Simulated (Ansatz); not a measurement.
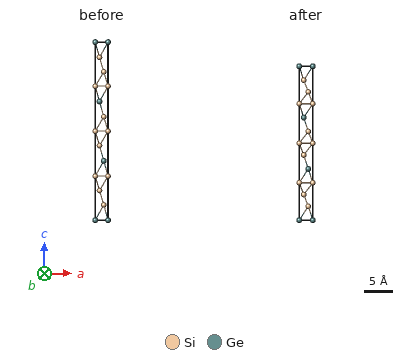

The structure of solid Si₃Ge (a generated structure, set up in R-3m) before (left) and after (right) a relaxation, at one scale.

Style: ball-and-stick. Shown: the conventional cell (3 times the calculation's cell), along the b axis. Lengths and directions refer to the drawn axes.

These are results of DFT PBE, scalar-relativistic, plane waves, PAW in Ansatz 0.2.0, not measurements. Settings: plane-wave cutoff 420 eV; k-point mesh 18 × 18 × 18; occupations gaussian; smearing width 0.1 eV; no spin polarisation; cell and atoms relaxed; force threshold 0.01 eV/Å; at most 80 steps.

> Describe what moved and what it gained.

The largest moves relative to the cell, 0.12 Å, are those of Si atoms. Ge stays in place. The volume changes by −3.1 %, with a = b 2.668 → 2.825 Å (+5.9 %), c 32.124 → 27.766 Å (−13.6 %). Near-neighbour distances that change, for instance: Si–Si 3.018 → 2.680 Å, Ge–Si 3.159 → 2.986 Å, Si–Si 2.668 → 2.825 Å, Ge–Ge 2.668 → 2.825 Å. The space group stays R-3m (No. 166). After 6 accepted moves (8 points after the start) the energy has fallen by 68.7 meV per atom. Largest force component: 0.19 eV/Å at the start, under 0.0001 eV/Å at the end. Pressure: −0.10 GPa at the start and −0.01 GPa at the end. The SCF was repeated twice at an unchanged geometry on a basis and grid sized afresh for the cell, which shifted the energy by 0.3 meV per atom at most.
